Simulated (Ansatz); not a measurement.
**Geometry relaxation of CH6OSn (part 2 of 2)**

CH6OSn; RKS B3LYP/def2-SVP (Ansatz 0.2.0). The input holds or restrains some coordinates. It belongs to a series of runs on one base structure; here: pulled along the bonds that form and break, towards end A.

## Trajectory as extended XYZ (Å, eV, eV/Å), 9 frames, from step=1 to step=9
```
9
Properties=species:S:1:pos:R:3:forces:R:3 step=1 energy=-9007.74501
Sn    0.0000    0.0000    0.0000    2.9392   1.8226  -2.7543
C     1.4021    0.0000    1.8859   -0.8130   0.3291   2.3925
H     0.4025   -0.3092    2.2564    0.7880  -0.0281   1.2567
H     2.1697   -0.7111    2.2564   -0.3488  -0.0625  -0.7460
H     1.6341    1.0203    2.2564   -0.3333  -0.2924  -0.2333
H     1.8890    0.0000    0.4420   -1.5529  -0.1371  -1.3128
H    -0.8195    1.4198   -0.5794    0.0854  -0.2891   0.9475
O    -0.9232   -1.5994   -0.6527   -1.3049  -1.9956   1.9830
H    -1.3778   -2.0650    0.1197    0.5402   0.6531  -1.5334
9
Properties=species:S:1:pos:R:3:forces:R:3 step=2 energy=-9008.87243
Sn    0.1005    0.0129    0.0176    2.2601   0.8325  -1.3296
C     1.3319    0.0025    1.9940   -0.2168   0.0531   1.2182
H     0.3785   -0.3184    2.2971   -0.8638  -0.4006   2.8321
H     2.1588   -0.7114    2.2486   -0.7417   0.1896  -0.9580
H     1.6254    1.0264    2.2625   -0.4755   0.0155   0.0059
H     1.8979   -0.0021    0.2474   -0.6509  -0.1292  -2.8085
H    -0.8154    1.4129   -0.5632    0.4607  -0.5963   0.6035
O    -0.9223   -1.6039   -0.6321   -0.1301  -0.3593   1.1049
H    -1.3784   -2.0634    0.1129    0.3580   0.3947  -0.6683
9
Properties=species:S:1:pos:R:3:forces:R:3 step=3 energy=-9009.86180
Sn    0.1711    0.0182    0.0677    1.3034   0.3914  -0.8882
C     1.2634    0.0023    2.0702    1.4500   0.1440  -0.2887
H     0.3446   -0.3293    2.3719   -1.9678  -0.6817   3.4112
H     2.1388   -0.7050    2.2247   -1.2311   0.4009  -0.7892
H     1.6127    1.0285    2.2633   -0.6734  -0.0362   0.1839
H     1.9317   -0.0049    0.0554   -0.2231  -0.0952  -2.6027
H    -0.8010    1.3967   -0.5564    0.6545  -0.7124   0.5068
O    -0.9134   -1.5942   -0.6190    0.4970   0.4140   0.6602
H    -1.3711   -2.0569    0.1069    0.1904   0.1753  -0.1934
9
Properties=species:S:1:pos:R:3:forces:R:3 step=4 energy=-9011.11612
Sn    0.2361    0.0325    0.0857    0.8297  -0.1070  -0.7036
C     1.1992    0.0005    2.0501   -0.8162  -0.3675   0.6029
H     0.3033   -0.3452    2.5617    0.4115   0.2471   1.7079
H     2.0773   -0.6850    2.1687   -0.8638   0.0614  -0.5726
H     1.5795    1.0153    2.2651   -0.6233  -0.0353   0.1927
H     1.9688   -0.0101   -0.1308   -0.1887  -0.0572  -2.0070
H    -0.7564    1.3563   -0.5283    0.4889  -0.3789   0.3657
O    -0.8757   -1.5667   -0.5933    0.5638   0.4791   0.4565
H    -1.3550   -2.0422    0.1057    0.1980   0.1583  -0.0425
9
Properties=species:S:1:pos:R:3:forces:R:3 step=5 energy=-9011.72006
Sn    0.2679    0.0311    0.0444    0.5007  -0.1456  -0.0011
C     1.1228   -0.0089    2.0126   -0.8347  -0.1190   1.5856
H     0.3613   -0.3220    2.7478    0.3646   0.2299   0.4092
H     1.9936   -0.6892    2.0788   -0.3914  -0.0849  -0.3904
H     1.5197    0.9966    2.2581   -0.3486  -0.0732  -0.0679
H     1.9742   -0.0198   -0.1958    0.0128  -0.0532  -1.7240
H    -0.7089    1.3420   -0.4967    0.2029  -0.0120   0.0795
O    -0.8287   -1.5552   -0.5786    0.2847   0.0871   0.1160
H    -1.3251   -2.0192    0.1141    0.2092   0.1708  -0.0068
9
Properties=species:S:1:pos:R:3:forces:R:3 step=6 energy=-9011.87037
Sn    0.2275    0.0554    0.0474    0.5005  -0.0376   0.2448
C     1.0534   -0.0142    2.0230   -0.4956  -0.1939   1.7837
H     0.4029   -0.2361    2.9054    0.3711   0.1322  -0.3741
H     1.8690   -0.7690    1.9558   -0.4636   0.2042   0.0445
H     1.5440    0.9689    2.1889   -0.1939  -0.1943  -0.0966
H     1.9269   -0.0330   -0.1821    0.1172   0.0232  -1.5679
H    -0.6676    1.4152   -0.4919    0.0204  -0.0442  -0.0218
O    -0.7770   -1.5644   -0.5879   -0.0152  -0.0660   0.0926
H    -1.2022   -2.0674    0.1261    0.1592   0.1764  -0.1053
9
Properties=species:S:1:pos:R:3:forces:R:3 step=7 energy=-9011.89383
Sn    0.2010    0.0841    0.0599    0.5809   0.0064   0.2084
C     1.0360   -0.0210    2.0300   -0.3903  -0.0306   1.5203
H     0.3986   -0.1279    2.9322    0.1942   0.0240  -0.2040
H     1.7469   -0.8730    1.9656   -0.3091   0.2609   0.0728
H     1.6381    0.9106    2.1268   -0.2272  -0.3004  -0.0554
H     1.9022    0.0081   -0.1774    0.1199   0.0532  -1.5128
H    -0.6995    1.4352   -0.4886    0.0059  -0.0488  -0.0080
O    -0.7704   -1.5426   -0.5968   -0.1841  -0.3129   0.3663
H    -1.0759   -2.1181    0.1328    0.2096   0.3482  -0.3877
9
Properties=species:S:1:pos:R:3:forces:R:3 step=8 energy=-9011.89771
Sn    0.1728    0.1021    0.0892    0.6428   0.0675  -0.0017
C     1.0404   -0.0287    2.0423   -0.7665  -0.1032   1.4255
H     0.4170   -0.0335    2.9527    0.0764   0.0258  -0.0369
H     1.6356   -0.9554    2.0113   -0.0270   0.0602  -0.0348
H     1.7319    0.8273    2.0715   -0.0388  -0.0172   0.0213
H     1.8743    0.0973   -0.1710    0.1326   0.0030  -1.4840
H    -0.7322    1.4182   -0.5271   -0.0291  -0.0094   0.0878
O    -0.7758   -1.5248   -0.5975   -0.0252  -0.0396   0.0709
H    -0.9871   -2.1471    0.1133    0.0349   0.0131  -0.0481
9
Properties=species:S:1:pos:R:3:forces:R:3 step=9 energy=-9011.90119
Sn    0.1779    0.1078    0.0742    0.6158  -0.0015   0.1348
C     1.0284   -0.0208    2.0358   -0.6705  -0.0494   1.3463
H     0.4139   -0.0236    2.9499   -0.0020   0.0042  -0.0089
H     1.6254   -0.9451    1.9986   -0.0118   0.0319   0.0103
H     1.7218    0.8342    2.0702   -0.0280  -0.0205  -0.0002
H     1.8827    0.0392   -0.1699    0.0965   0.0582  -1.4964
H    -0.7384    1.4393   -0.4881    0.0127  -0.0292   0.0079
O    -0.7934   -1.5130   -0.5950   -0.0531  -0.0599   0.0991
H    -0.9413   -2.1627    0.1090    0.0403   0.0663  -0.0928
```

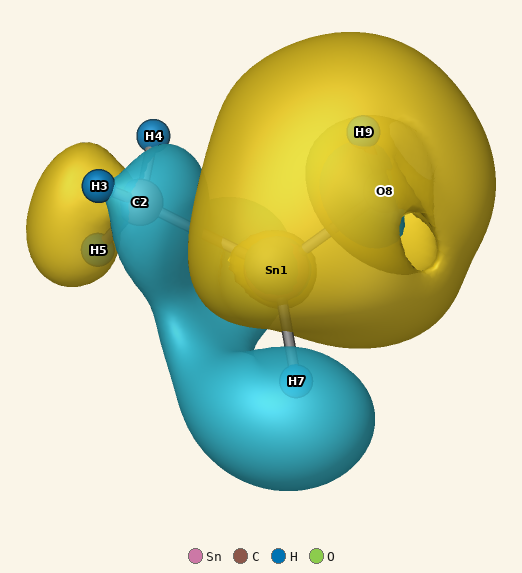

Figure 1. One frontier orbital at ±0.06 Å⁻³ᐟ² (yellow and cyan are the two phases), seen at a tilt. The LUMO, at −0.46 eV. By Hirshfeld shares it lies mainly on Sn1 (45 %), O8 (20 %), H7 (10 %), H9 (10 %) and C2 (10 %).

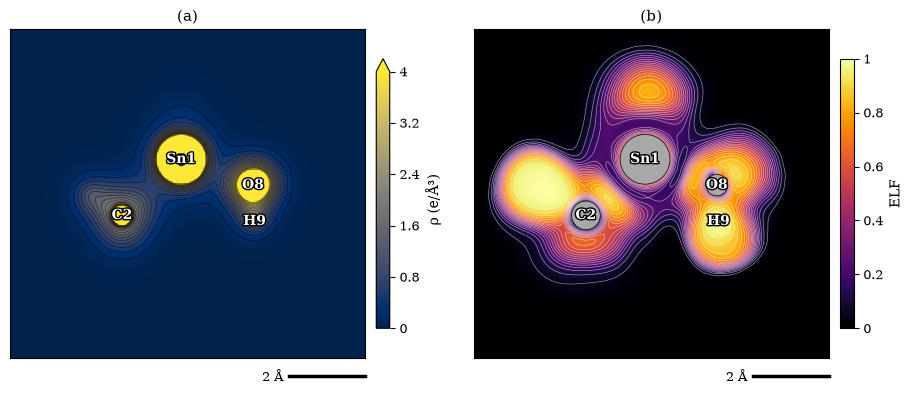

Figure 2. (a) total electron density; (b) ELF on the plane of atoms C2, Sn1 and O8. Grey discs, where drawn, cover atomic cores. Atoms in the plane: Sn, C, O and H. Sn–O (2.00 Å): ρ is about 0.69 e/Å³ halfway; the ELF peaks at about 0.85 in the valence shell of O, 0.6 Å from its nucleus, and drops to about 0.15 between the two atoms. C–Sn (2.14 Å): ρ at the midpoint is about 0.68 e/Å³; the ELF peaks at about 0.90 in the valence shell of C, 0.7 Å from its nucleus, and drops to about 0.20 between the two atoms.

The run was set up as follows.

## The input
```yaml
crystal:
  periodic: [false, false, false]
  atoms:
    - { symbol: Sn, position_ang: [0.0, 0.0, 0.0] }
    - { symbol: C, position_ang: [1.4021, 0.0, 1.8859] }
    - { symbol: H, position_ang: [0.4025, -0.3092, 2.2564] }
    - { symbol: H, position_ang: [2.1697, -0.7111, 2.2564] }
    - { symbol: H, position_ang: [1.6341, 1.0203, 2.2564] }
    - { symbol: H, position_ang: [1.889, 0.0, 0.442] }
    - { symbol: H, position_ang: [-0.8195, 1.4198, -0.5794] }
    - { symbol: O, position_ang: [-0.9232, -1.5994, -0.6527] }
    - { symbol: H, position_ang: [-1.3778, -2.065, 0.1197] }
basis:
  gaussian: { orbitals: def2-SVP }
hamiltonian:
  xc: b3lyp
relax:
  f_tol: 0.15
  max_steps: 25
  restrain:
    - { distance: [1, 5], at: 2.31, k: 30.0 }
    - { distance: [0, 1], at: 2.15, k: 30.0 }
    - { distance: [0, 5], at: 1.74, k: 30.0 }
output:
  orbitals: {}
```

Command:
```bash
ansatz run input.yaml --threads 2 --pin off --max-ram 3072MiB --backend cpu --events-out ev --progress --plain --runs-dir out
```

## Results in brief

- outcome: converged under the restraints of the input
- total energy: −9011.9014 eV
- mean-field energy: −9011.9014 eV
- largest force (length of the vector) at the end, held atoms and coordinates included: 1.505 eV/Å
- hardware: 2 threads of Arm Neoverse V1, 24 GiB of memory available, shared host
- wall time: 23 s (CPU time 43 s)
- peak memory: 0.17 GiB
